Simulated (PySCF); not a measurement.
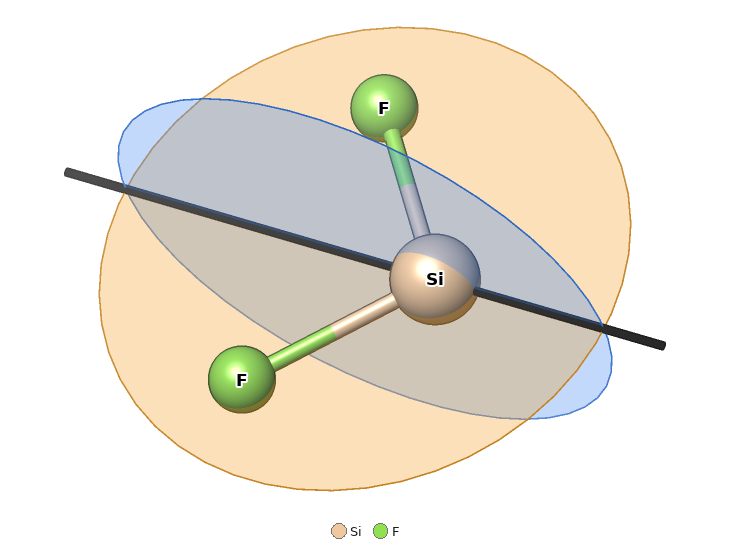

All proper rotation axes (lines) and mirror planes (discs) of the structure are drawn in. Depth is shown by fading: the farther an atom, the more it takes the colour of the background. Computed geometry: PBE0-D4/def2-TZVP optimisation. No frequency run is at hand to confirm it as a minimum.

### Name the symmetry elements and the point group.

It has 1 C2 axis and 2 mirror planes. Point group C2v. The group has 4 operations. The geometry is achiral, and symmetry allows a dipole moment.
